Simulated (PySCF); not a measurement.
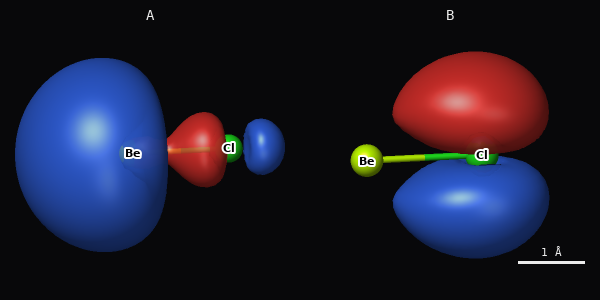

Figure. BeCl (doublet). Two frontier α-spin orbitals, each drawn at the value that holds 80 % of its norm (blue and red are the two phases), in no order; of a degenerate pair one member is drawn.

These are results of PBE0/def2-TZVP, non-relativistic Hamiltonian with scalar-relativistic core potentials where named, at a bond length of 1.816 Å in PySCF 2.14.0, not measurements.

Q: Name the orbitals and rank them from lowest to highest energy.

A: Orbital B: π, occupied in this spin, −9.63 eV; mainly on Cl (90 %).
Orbital A: σ, occupied in this spin, −6.34 eV; mainly on Be (95 %).
